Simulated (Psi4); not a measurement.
# One shape, several levels: singlet [C3H3]−

Wanted: a comparison of 5 runs (B3LYP/6-31G*, BLYP/def2-SVPD, TPSS/def2-SVPD, TPSSh/def2-SVPD, wB97X-V/def2-SVPD) of singlet [C3H3]−. 

Program for the calculation: Psi4 1.11.

**1. The system as given**

The species is [C3H3]− (6 atoms), meant as a singlet with charge -1. SMILES of the parent species: `[CH]1C=C1`. The coordinates come from a PBE0-D4/def2-TZVP relaxation. That shape belongs to the parent species and isn't relaxed for this state.

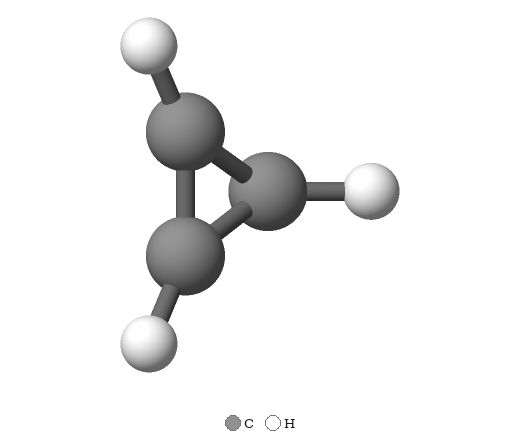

The structure, seen from a chosen angle (carbon grey, hydrogen white).

**2. A single-point energy at B3LYP/6-31G(d) (Cartesian functions) (run 1)**

c3h3.in

```
memory 2200 mb

molecule molecule1 {
  -1 1
  C
  C 1 r2
  C 2 r3 1 a3
  H 1 r4 2 a4 3 d4
  H 2 r5 3 a5 1 d5
  H 3 r6 2 a6 5 d6

  r2 = 1.451222
  r3 = 1.306988
  a3 = 63.2386
  r4 = 1.089921
  a4 = 129.60569
  d4 = 114.66435
  r5 = 1.077274
  a5 = 148.46888
  d5 = -179.09497
  r6 = 1.077263
  a6 = 148.47327
  d6 = -0.00513
  symmetry c1
}

set basis 6-31G*
set puream false
set e_convergence 1e-09
set d_convergence 1e-08
set scf_type pk
set dft_radial_points 99
set dft_spherical_points 590

e, wfn = energy("b3lyp", return_wfn=True)
print_variables()
```

On the command line:

```bash
$ psi4 c3h3.in c3h3.out -n 1
```

c3h3.out:

```text
[...]
  Running in c1 symmetry.
[...]
  Nuclear repulsion =   58.270541114478419
[...]
  Multiplicity = 1
[...]
  Nalpha       = 11
  Nbeta        = 11
[...]
    Number of basis functions: 51
[...]
   @RKS iter   1:  -115.42935381768622    2.19943e-01   1.67923e-02 DIIS/ADIIS
[...]
   @RKS iter  15:  -115.85748489659389   -1.50635e-12   2.47879e-09 DIIS
[...]
    Orbital Energies [Eh]
    ---------------------
    Doubly Occupied:
       1A     -9.945210     2A     -9.944126     3A     -9.840099
       4A     -0.599413     5A     -0.328660     6A     -0.310626
       7A     -0.219198     8A     -0.096814     9A     -0.051068
      10A     -0.021668    11A      0.198340
[...]
  @RKS Final Energy:  -115.85748489659389
   => Energetics <=
    Nuclear Repulsion Energy =             58.2705411144784193
    One-Electron Energy =                -275.6831765793438649
    Two-Electron Energy =                 115.8141759126086470
    DFT Exchange-Correlation Energy =     -14.2590253443370862
    Empirical Dispersion Energy =           0.0000000000000000
    VV10 Nonlocal Energy =                  0.0000000000000000
    Total Energy =                       -115.8574848965938884
[...]
 Multipole Moments:
 ------------------------------------------------------------------------------------
     Multipole            Electronic (a.u.)      Nuclear  (a.u.)        Total (a.u.)
 ------------------------------------------------------------------------------------
 L = 1.  Multiply by 2.5417464519 to convert [e a0] to [Debye]
 Dipole X            :          0.2440662           -0.6445389           -0.4004727
 Dipole Y            :         -0.5047937           -0.1356568           -0.6404505
 Dipole Z            :          1.0012401            0.2689854            1.2702255
 Magnitude           :                                                    1.4778458
[...]
```

Run time: 13 s. Hardware: 1 thread of Intel Xeon Platinum 8259CL at 2.50GHz (Skylake/Cascade Lake), shared host; peak memory 0.71 GiB.

**3. The energy at BLYP/def2-SVPD (run 2)**

input.dat

```
memory 2200 MB

molecule {
  -1 1
  C
  C 1 R2
  C 2 R3 1 A3
  H 1 R4 2 A4 3 D4
  H 2 R5 3 A5 1 D5
  H 3 R6 2 A6 5 D6

  R2 = 1.451222
  R3 = 1.306988
  A3 = 63.2386
  R4 = 1.089921
  A4 = 129.60569
  D4 = 114.66435
  R5 = 1.077274
  A5 = 148.46888
  D5 = -179.09497
  R6 = 1.077263
  A6 = 148.47327
  D6 = -0.00513
  symmetry c1
}

set basis def2-SVPD
set reference rks
set puream true
set e_convergence 1e-09
set d_convergence 1e-08
set scf_type pk
set dft_radial_points 99
set dft_spherical_points 590

E, wfn = energy('blyp', return_wfn=True)
oeprop(wfn, 'DIPOLE', 'WIBERG_LOWDIN_INDICES', 'MAYER_INDICES', title='BLYP')
print_variables()
```

On the command line:

```bash
$ psi4 input.dat output.dat -n 1
```

output.dat:

```text
[...]
  Running in c1 symmetry.
[...]
  Nuclear repulsion =   58.270541114478419
[...]
  Multiplicity = 1
[...]
  Nalpha       = 11
  Nbeta        = 11
[...]
    Number of basis functions: 84
[...]
   @RKS iter   1:  -115.09149901223930    4.76223e-01   1.22148e-02 ADIIS/DIIS
[...]
   @RKS iter  15:  -115.76805112078375   -6.39488e-13   2.48842e-09 DIIS
[...]
    Orbital Energies [Eh]
    ---------------------
    Doubly Occupied:
       1A     -9.720500     2A     -9.719643     3A     -9.645006
       4A     -0.558036     5A     -0.289659     6A     -0.278535
       7A     -0.205041     8A     -0.095328     9A     -0.053319
      10A     -0.027493    11A      0.162131
[...]
  @RKS Final Energy:  -115.76805112078375
   => Energetics <=
    Nuclear Repulsion Energy =             58.2705411144784193
    One-Electron Energy =                -274.6617221206744830
    Two-Electron Energy =                 118.0698393330358442
    DFT Exchange-Correlation Energy =     -17.4467094476235296
    Empirical Dispersion Energy =           0.0000000000000000
    VV10 Nonlocal Energy =                  0.0000000000000000
    Total Energy =                       -115.7680511207837526
[...]
 Multipole Moments:
 ------------------------------------------------------------------------------------
     Multipole            Electronic (a.u.)      Nuclear  (a.u.)        Total (a.u.)
 ------------------------------------------------------------------------------------
 L = 1.  Multiply by 2.5417464519 to convert [e a0] to [Debye]
 Dipole X            :          0.2305632           -0.6445389           -0.4139757
 Dipole Y            :         -0.4347741           -0.1356568           -0.5704309
 Dipole Z            :          0.8623779            0.2689854            1.1313633
 Magnitude           :                                                    1.3329479
[...]
```

Wall time 16 s (1 thread of Intel Xeon Platinum 8259CL at 2.50GHz (Skylake/Cascade Lake), shared host); peak memory 1.1 GiB.

Run 3 isn't shown in full; the table further down has it.

**4. A single-point energy at TPSSh/def2-SVPD (run 4)**

c3h3.py

```python
import psi4

psi4.set_memory('2200 MB')
psi4.set_num_threads(1)
psi4.core.set_output_file('run.log', False)

mol = psi4.geometry("""
-1 1
C     -0.672510    -0.511460    -0.389220
C      0.569550     0.236690    -0.449260
C      0.154530    -0.120620     0.737460
H     -1.684210    -0.200530    -0.649440
H      1.315420     0.727680    -1.051860
H      0.317210    -0.131770     1.802310
symmetry c1
""")

options = {'puream': True, 'e_convergence': 1e-09, 'd_convergence': 1e-08, 'scf_type': 'pk', 'dft_radial_points': 99, 'dft_spherical_points': 590}
psi4.set_options(options)

E, wfn = psi4.energy('tpssh/def2-SVPD', molecule=mol, return_wfn=True)
psi4.oeprop(wfn, 'MULLIKEN_CHARGES', 'QUADRUPOLE', 'MAYER_INDICES', title='TPSSH')
print(f'total energy {E:.8f} hartree = {E * 27.211386:.5f} eV')
```

On the command line:

```bash
$ python c3h3.py
```

run.log:

```text
[...]
  Running in c1 symmetry.
[...]
  Nuclear repulsion =   58.270541790479662
[...]
  Multiplicity = 1
[...]
  Nalpha       = 11
  Nbeta        = 11
[...]
    Number of basis functions: 84
[...]
   @RKS iter   1:  -115.32393020430298    2.68288e-01   1.06672e-02 ADIIS/DIIS
[...]
   @RKS iter  13:  -115.83300054482265   -1.60441e-11   5.85758e-09 DIIS
[...]
    Orbital Energies [Eh]
    ---------------------
    Doubly Occupied:
       1A     -9.918875     2A     -9.917872     3A     -9.840814
       4A     -0.611114     5A     -0.332482     6A     -0.319228
       7A     -0.238762     8A     -0.121691     9A     -0.076437
      10A     -0.049611    11A      0.148202
[...]
  @RKS Final Energy:  -115.83300054482265
   => Energetics <=
    Nuclear Repulsion Energy =             58.2705417904796619
    One-Electron Energy =                -274.7589983845015240
    Two-Electron Energy =                 116.5156855401709350
    DFT Exchange-Correlation Energy =     -15.8602294909717134
    Empirical Dispersion Energy =           0.0000000000000000
    VV10 Nonlocal Energy =                  0.0000000000000000
    Total Energy =                       -115.8330005448226530
[...]
 Multipole Moments:
 ------------------------------------------------------------------------------------
     Multipole            Electronic (a.u.)      Nuclear  (a.u.)        Total (a.u.)
 ------------------------------------------------------------------------------------
 L = 1.  Multiply by 2.5417464519 to convert [e a0] to [Debye]
 Dipole X            :          0.9823599           -0.0892078            0.8931520
 Dipole Y            :          0.4000703            0.6838863            1.0839565
 Dipole Z            :          0.4639338            0.1747228            0.6386566
 Magnitude           :                                                    1.5429078
 L = 2.  Multiply by 1.3450342976 to convert [e a0^2] to [Debye ang]
 Quadrupole XX       :        -52.9883433           33.8096782          -19.1786651
 Quadrupole XY       :        -16.8115854           14.4177334           -2.3938520
[...]
  Mulliken Charges: (a.u.)
   Center  Symbol    Alpha    Beta     Spin     Total
       1     C     2.98173  2.98173  0.00000  0.03655
       2     C     3.03652  3.03652  0.00000 -0.07303
       3     C     3.03655  3.03655  0.00000 -0.07309
       4     H     0.63955  0.63955  0.00000 -0.27910
       5     H     0.65282  0.65282  0.00000 -0.30564
       6     H     0.65284  0.65284  0.00000 -0.30569
   Total alpha = 11.00000, Total beta = 11.00000, Total charge = -1.00000
  Mayer Bond Indices:
[...]
```

Standard output:

```text
total energy -115.83300054 hartree = -3151.97649 eV
```

Wall time 52 s (1 thread of Intel Xeon Platinum 8259CL at 2.50GHz (Skylake/Cascade Lake), shared host); peak memory 1.3 GiB.

**5. A single-point energy at wB97X-V/def2-SVPD (run 5)**

input.json

```json
{
  "schema_name": "qcschema_input",
  "schema_version": 1,
  "molecule": {
    "schema_name": "qcschema_molecule",
    "schema_version": 2,
    "symbols": ["C", "C", "C", "H", "H", "H"],
    "geometry": [-1.27085972, -0.96651932, -0.7355192, 1.07629351, 0.44727928, -0.84897836, 0.29201938, -0.22793877, 1.39359743, -3.18269564, -0.37894678, -1.22726373, 2.48578354, 1.37511591, -1.98772732, 0.59944002, -0.24900921, 3.40587229],
    "molecular_charge": -1,
    "molecular_multiplicity": 1,
    "fix_symmetry": "c1"
  },
  "driver": "energy",
  "model": {
    "method": "wb97x-v",
    "basis": "def2-SVPD"
  },
  "keywords": {
    "puream": true,
    "e_convergence": 1e-09,
    "d_convergence": 1e-08,
    "scf_type": "pk",
    "dft_radial_points": 99,
    "dft_spherical_points": 590
  }
}
```

On the command line:

```bash
$ psi4 --qcschema input.json -n 1 --memory 2200MB
```

stdout:

```text
[...]
  Running in c1 symmetry.
[...]
  Nuclear repulsion =   58.270541796810235
[...]
  Multiplicity = 1
[...]
  Nalpha       = 11
  Nbeta        = 11
[...]
    Number of basis functions: 84
[...]
   @RKS iter   1:  -115.50576707110818   -1.46636e-01   7.89799e-03 DIIS/ADIIS
[...]
   @RKS iter  16:  -115.78346283905940   -1.75362e-11   8.10411e-09 DIIS
[...]
    Orbital Energies [Eh]
    ---------------------
    Doubly Occupied:
       1A    -10.074530     2A    -10.073397     3A     -9.992624
       4A     -0.765071     5A     -0.466219     6A     -0.455050
       7A     -0.367393     8A     -0.242917     9A     -0.190744
      10A     -0.162454    11A      0.048068
[...]
  @RKS Final Energy:  -115.78346283905940
   => Energetics <=
    Nuclear Repulsion Energy =             58.2705417968102353
    One-Electron Energy =                -274.7228418764503886
    Two-Electron Energy =                 112.5287573876324814
    DFT Exchange-Correlation Energy =     -11.9464011388223756
    Empirical Dispersion Energy =           0.0000000000000000
    VV10 Nonlocal Energy =                  0.0864809917706761
    Total Energy =                       -115.7834628390593963
[...]
 Multipole Moments:
 ------------------------------------------------------------------------------------
     Multipole            Electronic (a.u.)      Nuclear  (a.u.)        Total (a.u.)
 ------------------------------------------------------------------------------------
 L = 1.  Multiply by 2.5417464519 to convert [e a0] to [Debye]
 Dipole X            :          1.0277515           -0.0892078            0.9385437
 Dipole Y            :          0.5123347            0.6838863            1.1962210
 Dipole Z            :          0.5136430            0.1747228            0.6883658
 Magnitude           :                                                    1.6690285
[...]
```

The result, in JSON:

```text
{
 "driver": "energy",
 "model": {
  "method": "wb97x-v",
  "basis": "def2-SVPD"
 },
 "success": true,
 "return_result": -115.7834628390594,
 "properties": {
  "calcinfo_nbasis": 84,
  "calcinfo_nmo": 84,
  "calcinfo_nalpha": 11,
  "calcinfo_nbeta": 11,
  "calcinfo_natom": 6,
  "nuclear_repulsion_energy": 58.270541796810235,
  "return_energy": -115.7834628390594,
  "scf_one_electron_energy": -274.7228418764504,
  "scf_two_electron_energy": 112.52875738763248,
  "scf_vv10_energy": 0.08648099177067606,
  "scf_xc_energy": -11.946401138822376,
  "scf_dipole_moment": [0.938543658384733, 1.1962209705425257, 0.6883657884778407],
  "scf_total_energy": -115.7834628390594,
  "scf_iterations": 16
 }
}
```

Wall time 2.6 min (1 thread of Intel Xeon Platinum 8259CL at 2.50GHz (Skylake/Cascade Lake), shared host); peak memory 1.2 GiB.

**6. Overview of the runs**

| run | level | Cartesian functions | task | energy (Eh) | HOMO energy (eV) | LUMO energy (eV) | HOMO–LUMO gap (eV) | wall time |
| --- | --- | --- | --- | --- | --- | --- | --- | --- |
| 1 | B3LYP/6-31G* (Cartesian functions) | yes | energy | -115.857485 | 5.40 | 6.93 | 1.53 | 13 s |
| 2 | BLYP/def2-SVPD | no | energy | -115.768051 | 4.41 | 4.69 | 0.28 | 16 s |
| 3 | TPSS/def2-SVPD | no | gradient | -115.847370 | 4.38 | 4.84 | 0.46 | 61 s |
| 4 | TPSSh/def2-SVPD | no | energy | -115.833001 | 4.03 | 5.18 | 1.14 | 52 s |
| 5 | wB97X-V/def2-SVPD | no | energy | -115.783463 | 1.31 | 6.82 | 5.51 | 2.6 min |

**7. Results**

| quantity | value |
| --- | --- |
| run 5: total energy | -115.78346 Eh |
| run 5: HOMO energy | 1.31 eV |
| run 5: LUMO energy | 6.82 eV |
| run 5: HOMO–LUMO gap (to an unbound level, set by the basis) | 5.51 eV |

In words: The HOMO–LUMO gap runs from 0.28 eV (BLYP/def2-SVPD) to 5.51 eV (wB97X-V/def2-SVPD). The empty levels of an anion lie above zero and hang on the basis. Totals of different functionals can't be ranked against each other. In runs 1, 2, 3, 4, 5 the HOMO lies above zero, so the outermost electron may be held by the basis alone. All runs together took 5 min, the longest 2.6 min.
